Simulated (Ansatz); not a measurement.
SiNH4: several calculations on one system

**1. Relaxation**

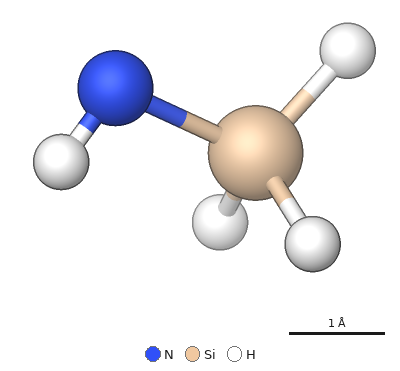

SiNH4 (multiplicity 2) (coarse preliminary run), before the relaxation. The picture is a ball-and-stick view, seen at a tilt.

Method: UKS PBE-D4/def2-SVP (Ansatz).

Input file:
```yaml
crystal:
  periodic: [false, false, false]
  atoms:
    - {symbol: N, position_ang: [0.601100, -0.880100, 0.943900]}
    - {symbol: Si, position_ang: [-0.223300, 0.347800, -0.100700]}
    - {symbol: H, position_ang: [0.881700, -1.573200, 0.307900]}
    - {symbol: H, position_ang: [-1.239000, -0.299700, -0.856600]}
    - {symbol: H, position_ang: [0.786900, 0.874300, -1.071100]}
    - {symbol: H, position_ang: [-0.765400, 1.466900, 0.730500]}
basis:
  gaussian: {orbitals: def2-SVP}
magnetization: {spin_polarized: true, initial_magnetization: 1}
hamiltonian: {xc: pbe, dispersion: d4}
relax: {f_tol: 0.03, max_steps: 250}
```

Predict the outcome.

The atom that moves furthest after the best rigid fit is H3 (0.11 Å). By element the largest moves are H 0.11 Å, N 0.04 Å, Si 0.02 Å. Some distances before and after: Si2–H4 1.422 → 1.513 Å, N1–H3 0.982 → 1.042 Å, N1–Si2 1.811 → 1.774 Å, Si2–H5 1.496 → 1.514 Å. Among the angles between lasting bonds that change: Si2–N1–H3 103.6° → 109.5°, N1–Si2–H4 108.8° → 112.2°, H4–Si2–H6 112.2° → 109.2°. The optimiser took 13 steps. The run took about 20 core-seconds on a shared host.

Final geometry:

```xyz
6

N     0.6120   -0.8436    0.9387
Si   -0.2035    0.3418   -0.0992
H     0.9227   -1.6547    0.3639
H    -1.3228   -0.2796   -0.9061
H     0.7927    0.9191   -1.0828
H    -0.7590    1.4531    0.7394
```

The end point in the same view:

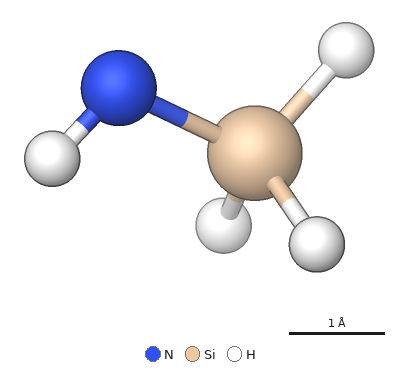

**2. Relaxation**

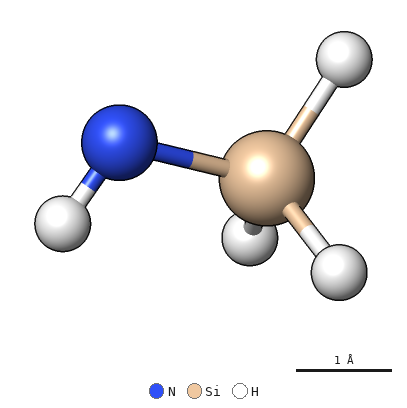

Starting structure of SiNH4 (multiplicity 2). A ball-and-stick model, seen from a free direction.

Theory: UKS PBE0-D4/def2-TZVP (Ansatz).

Input
```yaml
crystal:
  periodic: [false, false, false]
  atoms:
    - {symbol: N, position_ang: [0.612595, -0.843401, 0.938558]}
    - {symbol: Si, position_ang: [-0.203634, 0.341768, -0.099126]}
    - {symbol: H, position_ang: [0.923179, -1.654468, 0.363690]}
    - {symbol: H, position_ang: [-1.323164, -0.280021, -0.905492]}
    - {symbol: H, position_ang: [0.791992, 0.919099, -1.083274]}
    - {symbol: H, position_ang: [-0.758967, 1.453023, 0.739544]}
basis:
  gaussian: {orbitals: def2-TZVP}
magnetization: {spin_polarized: true, initial_magnetization: 1}
hamiltonian: {xc: pbe0, dispersion: d4}
relax: {f_tol: 0.005, max_steps: 200}
```

> What does the optimiser find from here?

Over 4 accepted moves (5 points after the start) the energy falls by 2.50 kJ/mol. Largest force component: 0.68 eV/Å at the start, 0.0033 eV/Å at the end. The line search rejected the trial step at point 4 of the run. N1 moves most after the best rigid fit: 0.036 Å. By element the largest moves are N 0.036 Å, H 0.024 Å, Si 0.012 Å. Near-neighbour distances that change, for instance: Si2–H4 1.513 → 1.491 Å, N1–Si2 1.774 → 1.753 Å, N1–H3 1.042 → 1.023 Å, Si2–H6 1.499 → 1.481 Å. Bond angles that change, for instance: Si2–N1–H3 109.5° → 111.9°. The run took of the order of 19 core-seconds on a shared host.

Step by step:

```json
{"step": "0", "E − E(0), kJ/mol": "0.00", "largest force component, eV/Å": "0.6786", "note": ""}
{"step": "1", "E − E(0), kJ/mol": "-2.14", "largest force component, eV/Å": "0.3111", "note": ""}
{"step": "2", "E − E(0), kJ/mol": "-2.43", "largest force component, eV/Å": "0.0840", "note": ""}
{"step": "3", "E − E(0), kJ/mol": "-2.49", "largest force component, eV/Å": "0.0204", "note": ""}
{"step": "4", "E − E(0), kJ/mol": "-2.48", "largest force component, eV/Å": "0.0407", "note": "rejected"}
{"step": "5", "E − E(0), kJ/mol": "-2.50", "largest force component, eV/Å": "0.0033", "note": ""}
```

The structure at the end:

```xyz
6

N     0.5922   -0.8352    0.9095
Si   -0.2037    0.3476   -0.1100
H     0.9228   -1.6406    0.3727
H    -1.3106   -0.2823   -0.8855
H     0.7895    0.9118   -1.0689
H    -0.7481    1.4348    0.7362
```

**3. A change**

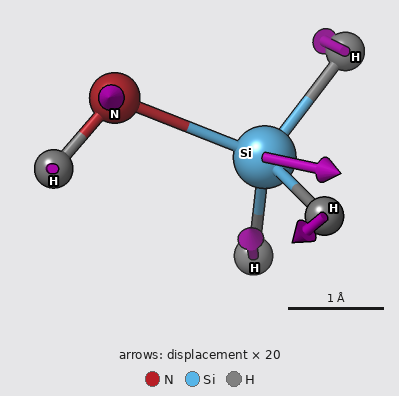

SiNH4 (multiplicity 2). The purple arrows show how the atoms are displaced, magnified 20 times. The picture is a ball-and-stick view, seen at a tilt.

All numbers below come from Ansatz 0.2.0, UKS r2SCAN-D4/def2-TZVPP. 

What was done to the structure, and with what result?

All atoms are moved at random (σ = 0.04 Å) from the PBE0-D4/def2-TZVP minimum. It costs 0.070 eV. The largest force is 1.8 eV/Å, on the Si atom. The forces point partly back along the displacements (cosine −0.59). At other levels of theory the same distortion costs 0.081 eV (UKS PBE-D4/def2-TZVPP), 0.069 eV (UKS PBE0-D4/def2-TZVPP), 0.056 eV (UKS wB97M-V/def2-TZVPP), 0.052 eV (UHF-CCSD(T), frozen core/def2-TZVPP). Near-neighbour distances before and after: H–Si 1.488 → 1.434 to 1.486 Å, N–Si 1.753 → 1.795 Å, H–N 1.023 → 1.007 Å. Among the angles between lasting bonds that change: H–Si–H 109.5° → 114.8°, N–Si–H 110.8° → 108.6°.

**4. Distortion**

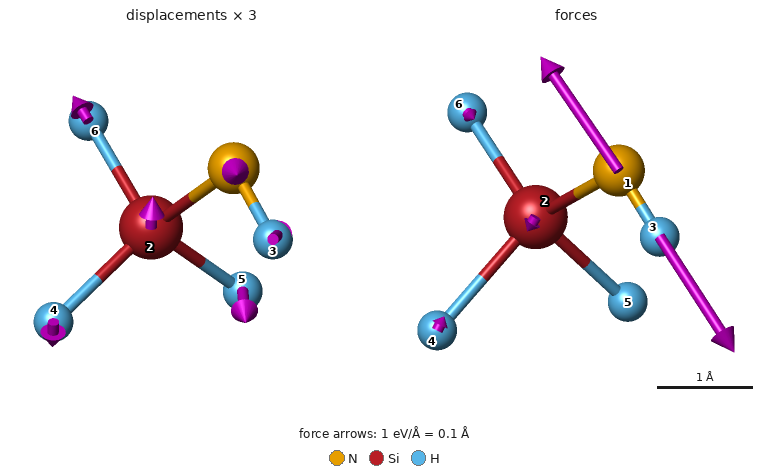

Left: SiNH4 (multiplicity 2), with purple arrows for the displacements applied to it. Right: the displaced structure with the computed forces. Style: ball-and-stick. Shown from a free direction.

The calculation used UHF-CCSD(T), frozen core/def2-TZVPP (Ansatz 0.2.0). 

> Where do the forces point?

All atoms are moved at random (σ = 0.12 Å) from the PBE0-D4/def2-TZVP minimum. The energy rises by 1.558 eV. The largest forces, 15 eV/Å, act on N1 and H3. The forces have little in common with the displacements (cosine −0.29). At other levels of theory the same distortion costs 1.508 eV (UKS PBE-D4/def2-TZVPP), 1.521 eV (UKS r2SCAN-D4/def2-TZVPP), 1.526 eV (UKS PBE0-D4/def2-TZVPP), 1.555 eV (UKS wB97M-V/def2-TZVPP). Near-neighbour distances before and after: N1–H3 1.023 → 0.836 Å, Si2–H4 1.491 → 1.607 Å, Si2–H6 1.481 → 1.547 Å, Si2–H5 1.491 → 1.536 Å. Bond angles that change, for instance: H4–Si2–H5 108.6° → 94.0°, Si2–N1–H3 111.9° → 100.8°.

**5. Distortion**

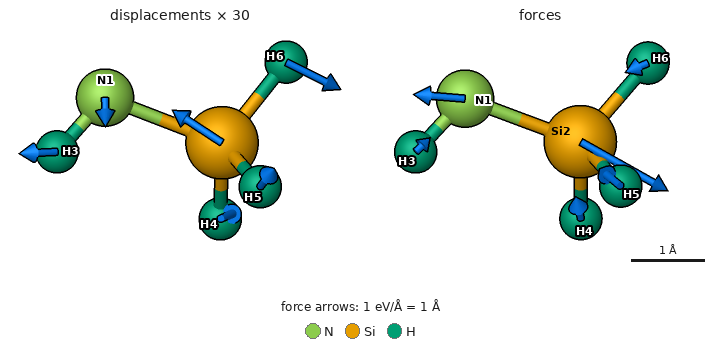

Left: SiNH$_{4}$ (multiplicity 2), with blue arrows for the displacements applied to it. Right: the displaced structure with the computed forces. Style: ball-and-stick. Shown at a tilt.

Theory: UKS wB97M-V/def2-TZVPP in Ansatz. 

Question: How do the forces relate to the distortion?

Answer: All atoms are moved at random (σ = 0.02 Å) from the PBE0-D4/def2-TZVP minimum. The energy rises by 0.039 eV. The largest force is 1.4 eV/Å, on Si2. At other levels of theory the same distortion costs 0.016 eV (UKS PBE-D4/def2-TZVPP), 0.026 eV (UKS r2SCAN-D4/def2-TZVPP), 0.028 eV (UKS PBE0-D4/def2-TZVPP), 0.045 eV (UHF-CCSD(T), frozen core/def2-TZVPP). Near-neighbour distances before and after: Si2–H5 1.491 → 1.524 Å, N1–Si2 1.753 → 1.722 Å, Si2–H4 1.491 → 1.510 Å, Si2–H6 1.481 → 1.490 Å. Bond angles that change, for instance: N1–Si2–H6 109.3° → 112.1°. The forces point mostly back against the displacements (cosine −0.64).
